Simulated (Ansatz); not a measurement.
**Run report: C₃H₁₂Si, geometry relaxation (part 2 of 2)**

C₃H₁₂Si; UKS PBE0-D4/STO-3G (Ansatz 0.2.0). It belongs to a series of runs on one base structure; here: start relaxed.

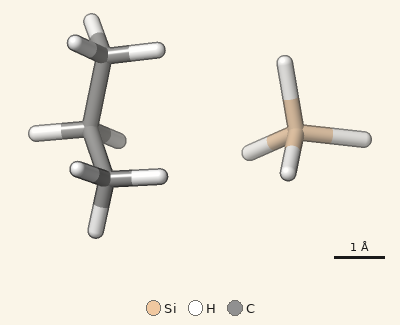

**Figure 1.** The geometry at step 9 of the log (stick view, seen at a tilt).

Trajectory as extended XYZ, continued
```
16
Properties=species:S:1:pos:R:3:forces:R:3 step=5 energy=-11047.69935
Si    0.0026   -0.0488   -2.7782   -0.0311   0.0026  -0.0084
H    -0.3569    0.1963   -4.1541    0.0145  -0.0115   0.0420
H    -1.0180    0.4899   -1.9121    0.0287  -0.0152  -0.0319
H     1.2640    0.5874   -2.4907   -0.0100  -0.0020  -0.0022
H     0.1223   -1.4693   -2.5577   -0.0068   0.0281  -0.0014
C     0.9249    0.9380    1.1796   -0.0397  -0.0409   0.0070
C    -0.4992    0.3769    1.3879    0.0100  -0.0045  -0.0055
C    -0.5522   -1.1608    1.2527    0.0265   0.0486  -0.0016
H     1.2941    0.6915    0.1759    0.0083   0.0022   0.0055
H     1.6190    0.5108    1.9148    0.0045   0.0065  -0.0061
H     0.9331    2.0300    1.2907   -0.0070  -0.0118  -0.0005
H    -0.8619    0.6669    2.3861   -0.0025   0.0015  -0.0088
H    -1.1793    0.8295    0.6497   -0.0004   0.0021   0.0134
H    -1.5735   -1.5305    1.4117    0.0097   0.0094  -0.0014
H     0.1061   -1.6358    1.9916   -0.0046  -0.0072  -0.0056
H    -0.2252   -1.4721    0.2522    0.0000  -0.0078   0.0054
16
Properties=species:S:1:pos:R:3:forces:R:3 step=6 energy=-11047.70000
Si   -0.0157   -0.0437   -2.7659   -0.0664   0.0031  -0.0221
H    -0.3256    0.1567   -4.1629    0.0230  -0.0170   0.0908
H    -1.0650    0.5281   -1.9539    0.0666  -0.0368  -0.0566
H     1.2381    0.5976   -2.4553   -0.0174  -0.0053  -0.0055
H     0.0899   -1.4575   -2.4938   -0.0094   0.0575  -0.0097
C     0.9330    0.9366    1.1847   -0.0380  -0.0401   0.0048
C    -0.4927    0.3740    1.3764    0.0075   0.0010  -0.0042
C    -0.5422   -1.1637    1.2408    0.0258   0.0431  -0.0034
H     1.3118    0.6962    0.1831    0.0089   0.0008   0.0067
H     1.6202    0.5052    1.9239    0.0052   0.0069  -0.0048
H     0.9401    2.0280    1.3025   -0.0077  -0.0099  -0.0016
H    -0.8674    0.6636    2.3703   -0.0013   0.0005  -0.0089
H    -1.1647    0.8258    0.6304   -0.0009   0.0032   0.0147
H    -1.5645   -1.5348    1.3894    0.0086   0.0088  -0.0013
H     0.1091   -1.6375    1.9865   -0.0045  -0.0081  -0.0044
H    -0.2044   -1.4747    0.2439    0.0001  -0.0077   0.0056
16
Properties=species:S:1:pos:R:3:forces:R:3 step=7 energy=-11047.70070
Si   -0.0232   -0.0414   -2.7685   -0.0489   0.0009  -0.0170
H    -0.3131    0.1380   -4.1716    0.0153  -0.0111   0.0647
H    -1.0817    0.5438   -1.9803    0.0475  -0.0259  -0.0392
H     1.2272    0.6024   -2.4508   -0.0112  -0.0035  -0.0028
H     0.0754   -1.4506   -2.4740   -0.0058   0.0411  -0.0067
C     0.9357    0.9352    1.1904   -0.0197  -0.0188   0.0026
C    -0.4902    0.3729    1.3763    0.0052   0.0018  -0.0027
C    -0.5376   -1.1641    1.2385    0.0113   0.0197  -0.0026
H     1.3199    0.6936    0.1910    0.0040   0.0000   0.0059
H     1.6202    0.5059    1.9334    0.0010   0.0046  -0.0035
H     0.9414    2.0267    1.3063   -0.0034  -0.0066  -0.0015
H    -0.8686    0.6611    2.3692    0.0009  -0.0012  -0.0070
H    -1.1601    0.8256    0.6290    0.0013   0.0007   0.0097
H    -1.5604   -1.5358    1.3815    0.0064   0.0043  -0.0013
H     0.1100   -1.6392    1.9866   -0.0036  -0.0031  -0.0035
H    -0.1949   -1.4743    0.2429   -0.0001  -0.0029   0.0050
16
Properties=species:S:1:pos:R:3:forces:R:3 step=8 energy=-11047.70145
Si   -0.0404   -0.0366   -2.7662   -0.0200  -0.0018  -0.0057
H    -0.2915    0.1013   -4.1800    0.0063  -0.0057   0.0298
H    -1.1158    0.5750   -2.0249    0.0194  -0.0127  -0.0170
H     1.2033    0.6120   -2.4341   -0.0015   0.0026  -0.0019
H     0.0453   -1.4357   -2.4270   -0.0064   0.0192  -0.0058
C     0.9428    0.9333    1.1999    0.0036  -0.0040  -0.0002
C    -0.4841    0.3702    1.3707   -0.0025   0.0037  -0.0003
C    -0.5283   -1.1661    1.2298    0.0023  -0.0046  -0.0005
H     1.3405    0.6874    0.2068   -0.0025   0.0014   0.0076
H     1.6189    0.5093    1.9536   -0.0044   0.0029  -0.0045
H     0.9450    2.0253    1.3103   -0.0003  -0.0039  -0.0011
H    -0.8727    0.6565    2.3601    0.0020  -0.0017  -0.0051
H    -1.1473    0.8240    0.6181    0.0032  -0.0015   0.0035
H    -1.5527   -1.5386    1.3589    0.0064   0.0026  -0.0013
H     0.1095   -1.6424    1.9856   -0.0037   0.0019  -0.0043
H    -0.1725   -1.4751    0.2384   -0.0018   0.0018   0.0068
16
Properties=species:S:1:pos:R:3:forces:R:3 step=9 energy=-11047.70172
Si   -0.0584   -0.0293   -2.7644   -0.0391  -0.0075  -0.0214
H    -0.2682    0.0645   -4.1890    0.0068  -0.0008   0.0412
H    -1.1536    0.6079   -2.0745    0.0318  -0.0159  -0.0187
H     1.1777    0.6262   -2.4176   -0.0024  -0.0019   0.0025
H     0.0098   -1.4183   -2.3814    0.0016   0.0277  -0.0046
C     0.9509    0.9307    1.2101    0.0112  -0.0008  -0.0022
C    -0.4774    0.3667    1.3630   -0.0048   0.0060   0.0024
C    -0.5181   -1.1696    1.2240   -0.0004  -0.0139  -0.0005
H     1.3640    0.6791    0.2247   -0.0043   0.0019   0.0071
H     1.6165    0.5126    1.9764   -0.0060   0.0017  -0.0050
H     0.9500    2.0233    1.3135    0.0005  -0.0010   0.0002
H    -0.8791    0.6541    2.3469    0.0017  -0.0007  -0.0049
H    -1.1313    0.8190    0.6015    0.0037  -0.0026   0.0005
H    -1.5441   -1.5427    1.3378    0.0057   0.0016  -0.0002
H     0.1082   -1.6444    1.9902   -0.0036   0.0036  -0.0037
H    -0.1468   -1.4800    0.2388   -0.0024   0.0024   0.0071
16
Properties=species:S:1:pos:R:3:forces:R:3 step=10 energy=-11047.70183
Si   -0.0639   -0.0256   -2.7680   -0.0164  -0.0001  -0.0035
H    -0.2621    0.0612   -4.1943    0.0037  -0.0035   0.0320
H    -1.1625    0.6169   -2.0891    0.0205  -0.0155  -0.0163
H     1.1700    0.6303   -2.4141   -0.0023   0.0017  -0.0030
H     0.0024   -1.4116   -2.3752   -0.0066   0.0190  -0.0089
C     0.9530    0.9288    1.2120    0.0060   0.0026  -0.0009
C    -0.4760    0.3653    1.3606    0.0004   0.0019  -0.0004
C    -0.5154   -1.1717    1.2274   -0.0037  -0.0090   0.0010
H     1.3703    0.6741    0.2293   -0.0030   0.0008   0.0035
H     1.6151    0.5133    1.9826   -0.0036   0.0005  -0.0023
H     0.9514    2.0217    1.3119    0.0016   0.0004   0.0001
H    -0.8823    0.6564    2.3414    0.0012  -0.0007  -0.0030
H    -1.1264    0.8143    0.5942    0.0024  -0.0021  -0.0005
H    -1.5417   -1.5446    1.3378    0.0027  -0.0006   0.0002
H     0.1075   -1.6432    1.9983   -0.0018   0.0028  -0.0015
H    -0.1395   -1.4858    0.2452   -0.0009   0.0021   0.0035
16
Properties=species:S:1:pos:R:3:forces:R:3 step=11 energy=-11047.70203
Si   -0.0741   -0.0139   -2.7713    0.0021   0.0033   0.0018
H    -0.2491    0.0590   -4.2003    0.0017  -0.0005   0.0030
H    -1.1828    0.6355   -2.1181    0.0029  -0.0022  -0.0003
H     1.1548    0.6440   -2.4039   -0.0048   0.0002  -0.0018
H    -0.0168   -1.3957   -2.3650   -0.0028   0.0004  -0.0004
C     0.9577    0.9236    1.2132   -0.0014   0.0022   0.0001
C    -0.4728    0.3611    1.3514    0.0005  -0.0026  -0.0022
C    -0.5095   -1.1778    1.2375    0.0008   0.0018   0.0012
H     1.3857    0.6596    0.2376   -0.0008   0.0004   0.0026
H     1.6112    0.5156    1.9950   -0.0016   0.0009  -0.0014
H     0.9548    2.0175    1.3027    0.0023  -0.0004  -0.0010
H    -0.8914    0.6646    2.3233    0.0024  -0.0025  -0.0061
H    -1.1139    0.7997    0.5711    0.0038  -0.0036   0.0040
H    -1.5367   -1.5500    1.3409   -0.0013  -0.0024   0.0000
H     0.1047   -1.6387    2.0219   -0.0028   0.0031  -0.0034
H    -0.1219   -1.5041    0.2639   -0.0010   0.0020   0.0039
16
Properties=species:S:1:pos:R:3:forces:R:3 step=12 energy=-11047.70216
Si   -0.0930    0.0051   -2.7668   -0.0057   0.0048  -0.0023
H    -0.2281    0.0532   -4.2018   -0.0019  -0.0018   0.0199
H    -1.2172    0.6684   -2.1543    0.0099  -0.0082  -0.0104
H     1.1266    0.6677   -2.3780   -0.0008  -0.0005  -0.0012
H    -0.0501   -1.3694   -2.3340   -0.0021   0.0064  -0.0048
C     0.9664    0.9153    1.2125    0.0080  -0.0054  -0.0011
C    -0.4665    0.3535    1.3302   -0.0140   0.0013   0.0016
C    -0.4995   -1.1878    1.2482    0.0163   0.0009  -0.0016
H     1.4155    0.6336    0.2510   -0.0062   0.0045   0.0163
H     1.6034    0.5222    2.0158   -0.0103   0.0076  -0.0128
H     0.9607    2.0108    1.2818    0.0018  -0.0085  -0.0022
H    -0.9072    0.6769    2.2863    0.0091  -0.0074  -0.0205
H    -1.0906    0.7749    0.5265    0.0133  -0.0090   0.0173
H    -1.5284   -1.5592    1.3372    0.0032  -0.0005  -0.0011
H     0.0983   -1.6312    2.0556   -0.0124   0.0089  -0.0166
H    -0.0902   -1.5341    0.2899   -0.0083   0.0067   0.0196
16
Properties=species:S:1:pos:R:3:forces:R:3 step=13 energy=-11047.70223
Si   -0.0960    0.0084   -2.7645   -0.0038   0.0021  -0.0021
H    -0.2275    0.0520   -4.1996    0.0030  -0.0008   0.0091
H    -1.2228    0.6735   -2.1593    0.0088  -0.0056  -0.0018
H     1.1227    0.6716   -2.3736   -0.0050   0.0009  -0.0029
H    -0.0546   -1.3648   -2.3281   -0.0034   0.0040  -0.0017
C     0.9679    0.9137    1.2123    0.0050  -0.0021   0.0002
C    -0.4654    0.3522    1.3263   -0.0047  -0.0017  -0.0012
C    -0.4977   -1.1892    1.2490    0.0063   0.0004   0.0000
H     1.4215    0.6277    0.2544   -0.0053   0.0027   0.0108
H     1.6013    0.5247    2.0203   -0.0077   0.0051  -0.0084
H     0.9616    2.0094    1.2763    0.0021  -0.0046  -0.0014
H    -0.9100    0.6787    2.2792    0.0063  -0.0049  -0.0118
H    -1.0862    0.7708    0.5188    0.0081  -0.0053   0.0098
H    -1.5270   -1.5604    1.3347    0.0036  -0.0010  -0.0006
H     0.0966   -1.6299    2.0601   -0.0080   0.0059  -0.0098
H    -0.0844   -1.5384    0.2937   -0.0051   0.0050   0.0116
```

The run was set up as follows.

The input
```yaml
crystal:
  periodic: [false, false, false]
  atoms:
    - { symbol: Si, position_ang: [0.0337, -0.0543, -2.8644] }
    - { symbol: H, position_ang: [-0.3972, 0.2503, -4.2258] }
    - { symbol: H, position_ang: [-0.9591, 0.447, -1.9164] }
    - { symbol: H, position_ang: [1.3229, 0.5843, -2.6076] }
    - { symbol: H, position_ang: [0.1718, -1.5007, -2.7075] }
    - { symbol: C, position_ang: [0.8946, 0.9207, 1.1985] }
    - { symbol: C, position_ang: [-0.5076, 0.3791, 1.4457] }
    - { symbol: C, position_ang: [-0.5571, -1.1364, 1.2997] }
    - { symbol: H, position_ang: [1.2365, 0.6394, 0.2044] }
    - { symbol: H, position_ang: [1.5926, 0.5182, 1.9298] }
    - { symbol: H, position_ang: [0.9067, 2.0058, 1.2728] }
    - { symbol: H, position_ang: [-0.8335, 0.6586, 2.4504] }
    - { symbol: H, position_ang: [-1.2007, 0.8334, 0.7341] }
    - { symbol: H, position_ang: [-1.5659, -1.5066, 1.4682] }
    - { symbol: H, position_ang: [0.1074, -1.6103, 2.0194] }
    - { symbol: H, position_ang: [-0.2452, -1.4286, 0.2987] }
magnetization:
  spin_polarized: true
basis:
  gaussian: { orbitals: STO-3G }
hamiltonian:
  xc: pbe0
  dispersion: d4
relax:
  f_tol: 0.02
  max_steps: 40
```

Launched with:
```bash
ansatz run input.yaml --threads 1 --pin off --max-ram 2048MiB --backend cpu --events-out ev --progress --plain --runs-dir out
```

Key numbers

- outcome: converged
- total energy: −11047.7022 eV
- mean-field energy: −11047.4932 eV
- largest force (length of the vector) at the end: 0.014 eV/Å
- hardware: 1 thread of Arm Neoverse V1, 24 GiB of memory available, shared host
- wall time: 50 s
- peak memory: 0.14 GiB
